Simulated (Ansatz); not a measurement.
The compound is SrVO3 (Pm-3m).

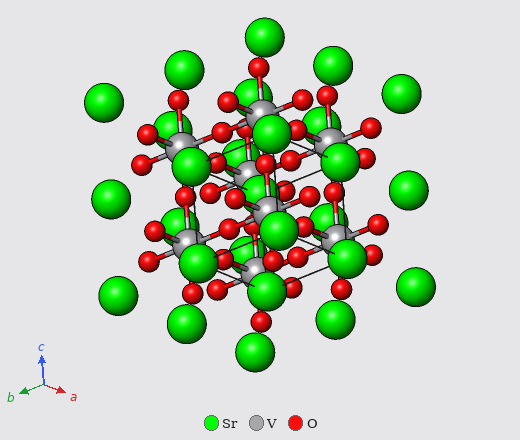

The structure (strontium green, vanadium grey, oxygen red). 2×2×2 cells are drawn. Some periodic images of atoms are drawn too.

```xyz
5
Lattice="0.0000 -3.8420 0.0000 0.0000 0.0000 3.8420 -3.8420 0.0000 0.0000" Properties=species:S:1:pos:R:3 pbc="T T T"
Sr    0.0000    0.0000    0.0000
V    -1.9210   -1.9210    1.9210
O     0.0000   -1.9210    1.9210
O    -1.9210   -1.9210    0.0000
O    -1.9210    0.0000    1.9210
```

 The program's search for lower electronic states was switched off, so nothing shows that the state found is the lowest. PAW set soft_2, made with PBE.

A constrained-RPA run (Ansatz 0.2.0; non-magnetic LDA; V t2g + anion p, bands v10 to c2, 6×6×6 mesh, medium accuracy) builds 12 functions on bands 8.8 eV wide, with 19.0 electrons in the window. The bare on-site interaction is 19.7 eV and the bare J 0.75 eV.

Question: Estimate U, U′ and J.

On the V t2g shell, U = 6.09 eV (31 % of the bare value), U′ = 4.90 eV, J = 0.60 eV.

The parent state is non-magnetic and the interaction static (zero frequency); U depends on the window and the orbitals, so it belongs to this model alone. A window that holds the anion p bands defines a model with explicit ligands; its U belongs to that model and is not the U of DFT+U.

[Paths, hosts, dates, memory and timing lines, banners, echoed tables and standing remarks are left out of the program output.]

[Logs are printed without paths, hosts, clocks, repeated set-up lines and the standing remarks that a program may print on its own settings, such as how far it seeks lower states.]

[Runs of the session that timed out or met a known fault of the program may be left out.]

[Hosts, paths, dates, database ids (printed as entryN), source tags and the programs' standing remarks are cut or masked in the printed files.]
